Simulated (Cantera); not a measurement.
Charge: 1 mol CH3Cl, 0.0071 mol CH4, equilibrated at 21.8 Torr.

Method: chemical equilibrium by Gibbs-energy minimisation in Cantera with the NASA 1993 tables (ideal gas, pure condensed phases). Candidate condensed phases: C, C6H6, C7H8, C8H18; 91 gas species. The numbers say what is thermodynamically allowed, not how fast it happens.

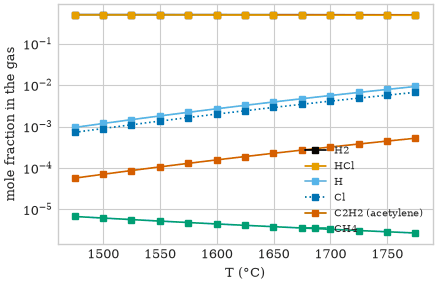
*Equilibrium gas composition (values under 1e-9 drawn at 1e-9)*

**Question.** Read off the mole fractions at 1600 °C.

**Answer.** H2 about 0.50, HCl about 0.49, H about 0.0027, Cl about 0.0020, C2H2 (acetylene) about 0.00016, CH4 about 4.5e-6.
